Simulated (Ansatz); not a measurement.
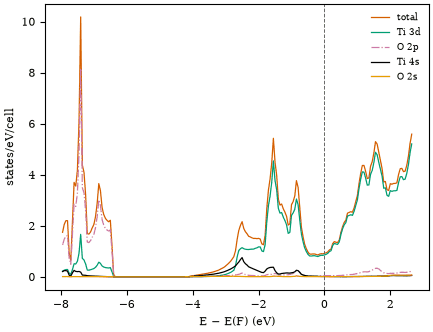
Fig. 1. Total and projected density of states of Ti2O (anti-CdI2 type, P-3m1), the program Ansatz at the r²SCAN level (PAW)

Which orbitals carry the states next to the Fermi level?

Within 0.5 eV of the Fermi level: Ti 3d 94 %. Projections are on Löwdin-orthogonalised atomic valence shells; empty p or d shells of many metals are not among them.

Where is the tallest occupied peak in this window, and what makes it?

Near -7.4 eV, about 10 states/eV per cell; the largest projected share is O 2p.

The workflow started from an entry of the Crystallography Open Database (COD). Whether it is the stable phase at ambient conditions was not checked. The r²SCAN relaxation kept the symmetry of its start; whether a distortion lowers the energy is not shown. No spin polarisation was allowed. Without spin polarisation and U, an open-shell compound can come out a false metal.

Potentials: the later of the program's two PAW sets.
